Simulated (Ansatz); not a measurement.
**AlGaHO (doublet): one geometry, many settings**

Aim: run AlGaHO (doublet) at one geometry under a spread of methods and options, and see what each costs and gives.

Computed with Ansatz 0.2.0, Gaussian basis. Level: the settings change from run to run.

28 further runs of the same task are left out: 1 for a known fault of the program, 15 that didn't finish, 12 set aside as unsound or not needed. Runs told in other sessions of the task aren't counted.

## 1. What is computed

The geometry is a PBE0/def2-TZVP stationary point (not a proven minimum) of the parent state, kept for this charge and spin. No spin-orbit coupling is included. The filled d shell of Ga may be among the frozen orbitals whatever the setting's name suggests.

4 atoms, charge 0, spin multiplicity 2.

Atoms are counted from 1 here; the program's logs count them from 0.

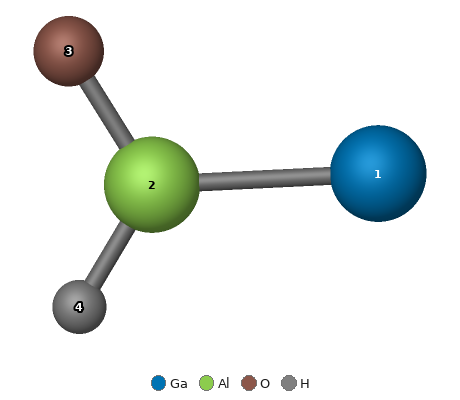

The structure; gallium blue, aluminium green, oxygen brown, hydrogen grey; atoms are numbered from 1 in the order of the file.

## 2. BCCD(T)/cc-pVDZ

Input file in.yaml:

```yaml
crystal:
  periodic: [false, false, false]
  atoms:
    - {symbol: Ga, position_ang: [0.000000, -0.063778, 1.117653]}
    - {symbol: Al, position_ang: [0.000000, 0.534774, -1.326746]}
    - {symbol: O, position_ang: [0.000000, -0.751594, -2.515678]}
    - {symbol: H, position_ang: [0.000000, 2.026705, -1.864334]}
basis:
  gaussian: {orbitals: cc-pVDZ}
magnetization: {spin_polarized: false, initial_magnetization: 1}
hamiltonian: {xc: {name: B3LYP}}
correlation: {method: bccd_t, electrons: outside_noble_gas}
```

Command:

```sh
$ ansatz run in.yaml --threads 1 --pin off --events-out ev --progress --plain --max-ram 2393MiB
```

Standard output, shortened:

```text
Functional definition: B3LYP
  name "B3LYP"
  cite "Stephens, Devlin, Chabalowski & Frisch, J. Phys. Chem. 98, 11623 (1994) doi:10.1021/j100096a001"
  cite "Becke, Phys. Rev. A 38, 3098 (1988) doi:10.1103/PhysRevA.38.3098"
  cite "Lee, Yang & Parr, Phys. Rev. B 37, 785 (1988) doi:10.1103/PhysRevB.37.785"
  cite "Vosko, Wilk & Nusair, Can. J. Phys. 58, 1200 (1980) doi:10.1139/p80-159"
[...]
675 factors; integrals over basis functions are off by at most 8.0e-4 eV
[...]
mean field -61037.58695943 eV, -2243.0899479966 hartree, gradient 9.0e-6 eV, S^2 0.750000; 4 other end points of the search recorded, 0 dependent functions left out
[...]
unrestricted determinant -60968.46761759 eV, -2240.5498590347 hartree, S^2 1.3754
20 core orbitals not correlated: weight in the atoms' cores, before any rotation towards them, 0.999 or more for the frozen orbitals, at most 0.000 for the correlated occupied ones
reference -60966.28335404 eV, -2240.4695888298 hartree; 7, 6 occupied and 37, 38 virtual orbitals, 675 factors
second order -9.05363313 eV of doubles, -0.61383206 eV of singles
cycle   1  -8.76990973 eV  change    1.9e-1 eV  update   1.4e-1
[...]
cycle  26  -9.47271006 eV  change    3.6e-6 eV  update   3.8e-6
perturbative correction -0.38783098 eV, -0.0142525257 hartree
WARN: these amplitudes may be one of several solutions (largest doubles amplitude 0.06, level shift 2.11 eV)
Total energy: -60976.14389508 eV, -2240.8319570294 hartree
```

Run time: 13 s. Hardware: 1 thread of Arm Neoverse V2, shared host.

From the report: correlation -9.8605 eV; largest double amplitude 0.06. The report flags that the cluster equations may have other roots.

## 3. MP2 on UHF/cc-pVDZ

Input file in.yaml:

```yaml
crystal:
  periodic: [false, false, false]
  atoms:
    - {symbol: Ga, position_ang: [0.000000, -0.063778, 1.117653]}
    - {symbol: Al, position_ang: [0.000000, 0.534774, -1.326746]}
    - {symbol: O, position_ang: [0.000000, -0.751594, -2.515678]}
    - {symbol: H, position_ang: [0.000000, 2.026705, -1.864334]}
basis:
  gaussian: {orbitals: cc-pVDZ, point_charges: [{charge: 0.50, position_ang: [2.718, -0.491, -0.745]}]}
magnetization: {spin_polarized: true, initial_magnetization: 1}
correlation: {method: mp2, electrons: outside_noble_gas}
```

Launched as before.

Standard output, shortened:

```text
Functional definition: HF
  name "HF"
  cite "Fock, Z. Phys. 61, 126 (1930) doi:10.1007/BF01340294"
  parent pbe
[...]
675 factors; integrals over basis functions are off by at most 8.0e-4 eV
[...]
mean field -60968.37063503 eV, -2240.5462949914 hartree, gradient 2.1e-6 eV, S^2 1.530437; 14 other end points of the search recorded, 0 dependent functions left out
20 core orbitals not correlated, not the lowest: weight in the atoms' cores, before any rotation towards them, 0.999 or more for the frozen orbitals, at most 0.000 for the correlated occupied ones
reference -60968.37063503 eV, -2240.5462949914 hartree; 7, 6 occupied and 37, 38 virtual orbitals, 675 factors
second order -6.19769922 eV of doubles, -0.00000000 eV of singles
Total energy: -60974.56833424 eV, -2240.7740562366 hartree
```

Wall time 13 s (1 thread of Arm Neoverse V2, shared host).

From the report: ⟨S²⟩ of the determinant 1.530 (pure doublet: 0.75). The determinant of MP2 (⟨S²⟩ 1.53) is far from a pure spin state, so its energy mixes those of several spin states; that is harmless only where they are near-degenerate.

## 4. HF (ROHF)/cc-pVDZ

Input file in.yaml:

```yaml
crystal:
  periodic: [false, false, false]
  atoms:
    - {symbol: Ga, position_ang: [0.000000, -0.063778, 1.117653]}
    - {symbol: Al, position_ang: [0.000000, 0.534774, -1.326746]}
    - {symbol: O, position_ang: [0.000000, -0.751594, -2.515678]}
    - {symbol: H, position_ang: [0.000000, 2.026705, -1.864334]}
basis:
  gaussian: {orbitals: cc-pVDZ}
magnetization: {spin_polarized: false, initial_magnetization: 1}
hamiltonian: {xc: hf}
output: {forces: true, orbitals: {seedname: orbitals}}
```

Same command.

Standard output, shortened:

```text
Functional definition: HF
  name "HF"
  cite "Fock, Z. Phys. 61, 126 (1930) doi:10.1007/BF01340294"
  parent pbe
[...]
675 factors; integrals over basis functions are off by at most 8.0e-4 eV
[...]
mean field -60968.17539281 eV, -2240.5391199722 hartree, gradient 1.4e-5 eV, S^2 0.750000; 4 other end points of the search recorded, 0 dependent functions left out
[...]
reference -60968.17539281 eV, -2240.5391199722 hartree; 27, 26 occupied and 37, 38 virtual orbitals, 675 factors
Total energy: -60968.17539281 eV, -2240.5391199722 hartree
Atom 0 at     0.000000    -0.063778     1.117653 Å, force    -0.000000    -0.484918     1.769418 eV/Å
Atom 1 at     0.000000     0.534774    -1.326746 Å, force     0.000000     0.642238    -1.012950 eV/Å
Atom 2 at     0.000000    -0.751594    -2.515678 Å, force    -0.000000    -0.269859    -0.454485 eV/Å
Atom 3 at     0.000000     2.026705    -1.864334 Å, force     0.000000     0.112540    -0.301982 eV/Å
Dipole moment:     0.000000     0.234785     0.272678 e Å
```

Wall time 7 s (1 thread of Arm Neoverse V2, shared host).

## 5. MP2 on UHF/6-31G*

Changes to in.yaml since step 4:

```diff
@@ -8,5 +8,4 @@
 basis:
-  gaussian: {orbitals: cc-pVDZ}
-magnetization: {spin_polarized: false, initial_magnetization: 1}
-hamiltonian: {xc: hf}
-output: {forces: true, orbitals: {seedname: orbitals}}
+  gaussian: {orbitals: "6-31G*"}
+magnetization: {spin_polarized: true, initial_magnetization: 1}
+correlation: {method: mp2, electrons: outside_noble_gas}
```

Same command.

Standard output, shortened:

```text
Functional definition: HF
  name "HF"
  cite "Fock, Z. Phys. 61, 126 (1930) doi:10.1007/BF01340294"
  parent pbe
[...]
633 factors; integrals over basis functions are off by at most 7.7e-4 eV
[...]
mean field -60961.31177346 eV, -2240.2868866135 hartree, gradient 4.1e-6 eV, S^2 1.351577; 21 other end points of the search recorded, 0 dependent functions left out
20 core orbitals not correlated, not the lowest: weight in the atoms' cores, before any rotation towards them, 1.000 or more for the frozen orbitals, at most 0.000 for the correlated occupied ones
reference -60961.31177346 eV, -2240.2868866135 hartree; 7, 6 occupied and 44, 45 virtual orbitals, 633 factors
second order -5.87237489 eV of doubles, -0.00000000 eV of singles
Total energy: -60967.18414835 eV, -2240.5026924103 hartree
```

Run time: 19 s. Hardware: 1 thread of Arm Neoverse V2, shared host.

From the report: ⟨S²⟩ of the determinant 1.352 (pure doublet: 0.75). The determinant of MP2 (⟨S²⟩ 1.35) is far from a pure spin state, so its energy mixes those of several spin states; that is harmless only where they are near-degenerate.

## 6. BCCD/cc-pVDZ

Changes to in.yaml since step 5:

```diff
@@ -8,4 +8,6 @@
 basis:
-  gaussian: {orbitals: "6-31G*"}
-magnetization: {spin_polarized: true, initial_magnetization: 1}
-correlation: {method: mp2, electrons: outside_noble_gas}
+  gaussian: {orbitals: cc-pVDZ}
+magnetization: {spin_polarized: false, initial_magnetization: 1}
+hamiltonian: {xc: {name: PBE}}
+correlation: {method: bccd, electrons: outside_noble_gas}
+scf: {lower_state_search: full}
```

The command is unchanged.

Standard output, shortened:

```text
Functional definition: PBE
  name "PBE"
  cite "Perdew, Burke & Ernzerhof, Phys. Rev. Lett. 77, 3865 (1996) doi:10.1103/PhysRevLett.77.3865"
  parent pbe
[...]
675 factors; integrals over basis functions are off by at most 8.0e-4 eV
[...]
mean field -61022.07489941 eV, -2242.5198903055 hartree, gradient 2.6e-6 eV, S^2 0.750000; 19 other end points of the search recorded, 0 dependent functions left out
[...]
unrestricted determinant -60968.46761759 eV, -2240.5498590347 hartree, S^2 1.3754
20 core orbitals not correlated: weight in the atoms' cores, before any rotation towards them, 0.999 or more for the frozen orbitals, at most 0.000 for the correlated occupied ones
reference -60965.42025759 eV, -2240.4378706204 hartree; 7, 6 occupied and 37, 38 virtual orbitals, 675 factors
second order -10.12508843 eV of doubles, -0.90391069 eV of singles
cycle   1  -9.21273940 eV  change    1.7e-1 eV  update   1.7e-1
[...]
cycle  27  -10.18665928 eV  change   -4.1e-6 eV  update   6.7e-6
WARN: the results are in doubt because among natural orbitals full CI differs from the method by -0.249 eV
Total energy: -60975.60691687 eV, -2240.8122234440 hartree
In doubt: among natural orbitals full CI differs from the method by -0.249 eV
```

Wall time 37 s (1 thread of Arm Neoverse V2, shared host).

From the report: correlation -10.1867 eV; largest double amplitude 0.06. The program marks this result as in doubt; its last lines say why.

## 7. HF (UHF)/cc-pVDZ

Changes to in.yaml since step 6:

```diff
@@ -9,5 +9,4 @@
   gaussian: {orbitals: cc-pVDZ}
-magnetization: {spin_polarized: false, initial_magnetization: 1}
-hamiltonian: {xc: {name: PBE}}
-correlation: {method: bccd, electrons: outside_noble_gas}
-scf: {lower_state_search: full}
+magnetization: {spin_polarized: true, initial_magnetization: 1}
+hamiltonian: {xc: hf}
+output: {forces: true, orbitals: {seedname: orbitals}}
```

Same command.

Standard output, shortened:

```text
Functional definition: HF
  name "HF"
  cite "Fock, Z. Phys. 61, 126 (1930) doi:10.1007/BF01340294"
  parent pbe
[...]
675 factors; integrals over basis functions are off by at most 8.0e-4 eV
[...]
mean field -60968.46761761 eV, -2240.5498590354 hartree, gradient 6.9e-6 eV, S^2 1.375302; 10 other end points of the search recorded, 0 dependent functions left out
[...]
reference -60968.46761761 eV, -2240.5498590354 hartree; 27, 26 occupied and 37, 38 virtual orbitals, 675 factors
WARN: the results are in doubt because the forces break the atoms' symmetry
Total energy: -60968.46761761 eV, -2240.5498590354 hartree
Atom 0 at     0.000000    -0.063778     1.117653 Å, force    -0.001525    -0.352841     1.194483 eV/Å
Atom 1 at     0.000000     0.534774    -1.326746 Å, force     0.005964     0.578766    -0.696825 eV/Å
Atom 2 at     0.000000    -0.751594    -2.515678 Å, force    -0.002055    -0.277402    -0.322890 eV/Å
Atom 3 at     0.000000     2.026705    -1.864334 Å, force    -0.002384     0.051478    -0.174768 eV/Å
Dipole moment:    -0.016365     0.220440     0.384816 e Å
In doubt: the forces break the atoms' symmetry
```

Wall time 15 s (1 thread of Arm Neoverse V2, shared host).

From the report: ⟨S²⟩ of the determinant 1.375 (pure doublet: 0.75). The determinant of HF (⟨S²⟩ 1.38) is far from a pure spin state, so its energy mixes those of several spin states; that is harmless only where they are near-degenerate. Mind the lines of doubt at the end of the log.

## 8. CISDT/STO-3G

Changes to in.yaml since step 7:

```diff
@@ -8,5 +8,4 @@
 basis:
-  gaussian: {orbitals: cc-pVDZ}
-magnetization: {spin_polarized: true, initial_magnetization: 1}
-hamiltonian: {xc: hf}
-output: {forces: true, orbitals: {seedname: orbitals}}
+  gaussian: {orbitals: STO-3G}
+magnetization: {spin_polarized: false, initial_magnetization: 1}
+correlation: {active_space: {ras: {orbitals: [6, 1, 6], electrons: 13, max_holes: 3, max_particles: 3}, fixed_orbitals: true}}
```

The command is unchanged.

Standard output, shortened:

```text
Functional definition: HF
  name "HF"
  cite "Fock, Z. Phys. 61, 126 (1930) doi:10.1007/BF01340294"
  parent pbe
[...]
347 factors; integrals over basis functions are off by at most 8.9e-5 eV
[...]
mean field -60252.76611437 eV, -2214.2483139112 hartree, gradient 2.1e-6 eV, S^2 0.750000; 28 other end points of the search recorded, 0 dependent functions left out
reference -60252.76611437 eV, -2214.2483139112 hartree; 27, 26 occupied and 6, 7 virtual orbitals, 347 factors
state -60258.87893536 eV, -2214.4729559395 hartree
Total energy: -60258.87893536 eV, -2214.4729559395 hartree
```

Wall time 12 s (1 thread of Arm Neoverse V2, shared host).

From the report: 42,039 determinants.

## 9. The runs in one table

 † marks a result that the program doubts.

```tsv
level	correlated	functions	energy (eV)	time
BCCD(T)/cc-pVDZ (on B3LYP orbitals) †	outside noble gas	64	-60976.1439	13 s
MP2 on UHF/cc-pVDZ (beside a point charge)	outside noble gas	64	-60974.5683	13 s
HF (ROHF)/cc-pVDZ		64	-60968.1754	7 s
MP2 on UHF/6-31G*	outside noble gas	71	-60967.1841	19 s
BCCD/cc-pVDZ (on PBE orbitals) †	outside noble gas	64	-60975.6069	37 s
HF (UHF)/cc-pVDZ †		64	-60968.4676	15 s
CISDT/STO-3G	outside noble gas	33	-60258.8789	12 s
```

## 10. Results

```
quantity                                   value
    runs                                       7
quickest                  HF (ROHF)/cc-pVDZ, 7 s
 slowest  BCCD/cc-pVDZ (on PBE orbitals) †, 37 s
```

In words: Total energies in different bases, with other cores or another treatment of relativity can't be set against each other. «valence» and «outside noble gas» are the program's key words; the logs give how many orbitals each freezes, and for Ga to Kr the 3d shell needn't follow the word's plain sense. BCCD/cc-pVDZ (on PBE orbitals) † took 5 times as long as HF (ROHF)/cc-pVDZ; the jobs differ in more than the method.
